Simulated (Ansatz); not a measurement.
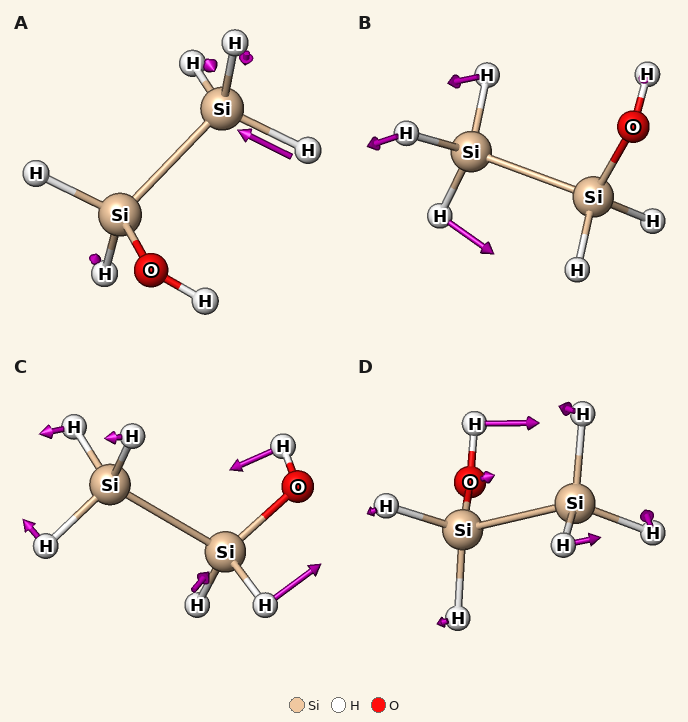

4 normal modes of one molecule or complex, as arrows. Harmonic vibrations computed with RKS PBE0-D4/def2-TZVP (Ansatz 0.2.0) at a stationary point of the same level.

Match the panels to the wavenumbers 155 cm⁻¹, 508 cm⁻¹, 899 cm⁻¹, 2206 cm⁻¹.

Answer. A: 2206 cm⁻¹, Si–H stretching
B: 508 cm⁻¹, H–Si–Si bending
C: 899 cm⁻¹, angle bending
D: 155 cm⁻¹
